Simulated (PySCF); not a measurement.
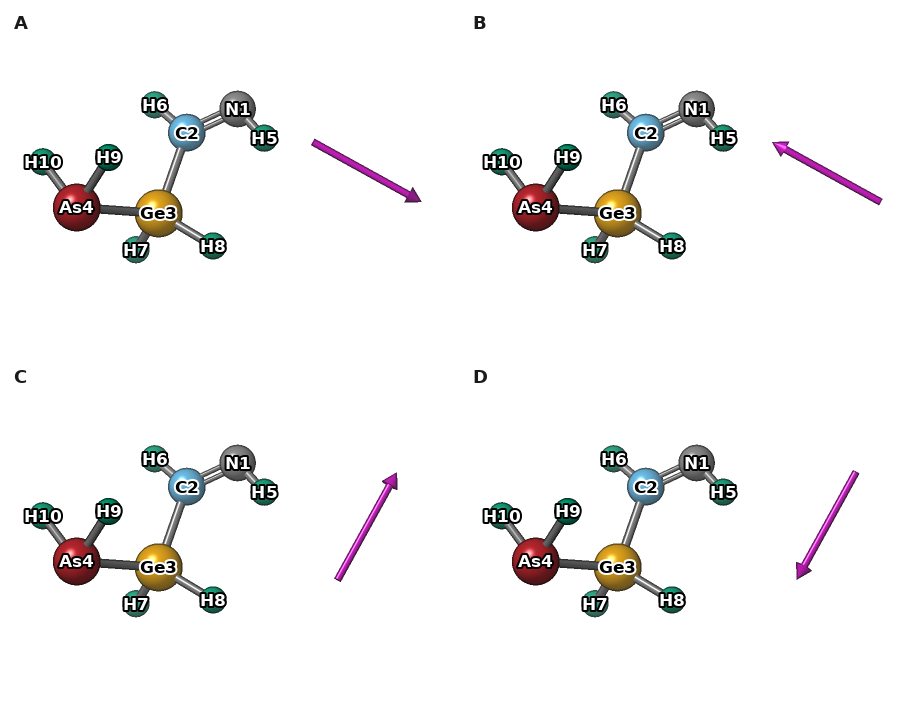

The same molecule four times, each with an arrow. Computed geometry: PBE0-D3(BJ)/def2-SVP optimisation. No frequency run is at hand to confirm it as a minimum. Level of theory: PBE0/def2-SVP, gas phase (PySCF 2.14.0).

Which arrow points along the dipole moment, from the negative to the positive end?

Answer. D. The dipole moment is 1.17 D; it points from the side of N1 to the side of As4 (the outermost atoms at the two ends).
